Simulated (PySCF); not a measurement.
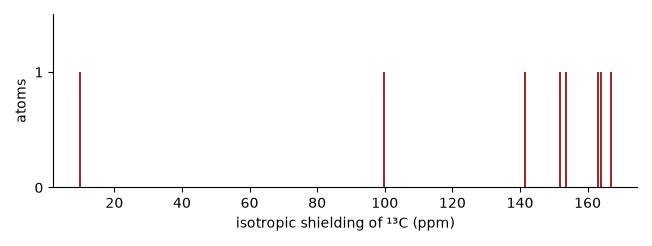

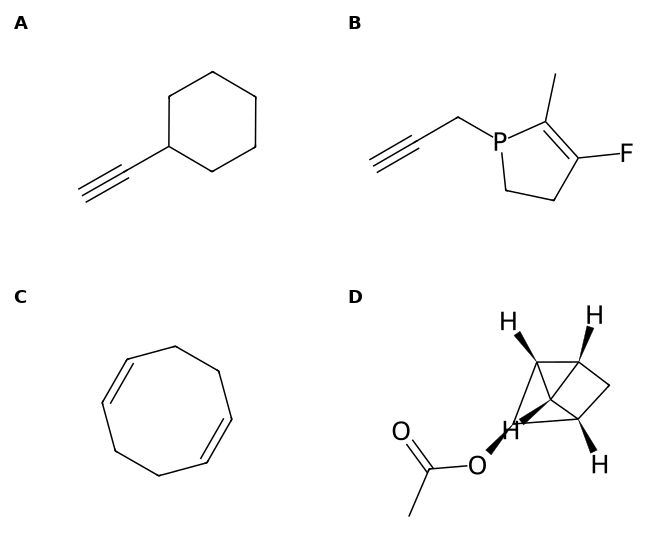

The sticks are computed shieldings of one of the molecules, for one fixed geometry (GFN2-xTB) without averaging over rotations. Low shielding means a high chemical shift. Method: GIAO PBE0/pcSseg-1 NMR shielding, non-relativistic, gas phase (PySCF 2.14.0).

### Match the spectrum to a structure.

D, `CC(=O)O[C@@H]1[C@H]2C[C@@H]3[C@H]2[C@@H]31`. Its 8 C atoms give lines at 9.8, 99.8, 141.5, 151.7, 153.6, 163.2, 164.0, 166.8 ppm.

The geometry is semi-empirical. Around P such bond lengths and angles can be off by a tenth of an ångström or more and by several degrees, and values that hang on the shape move with them.
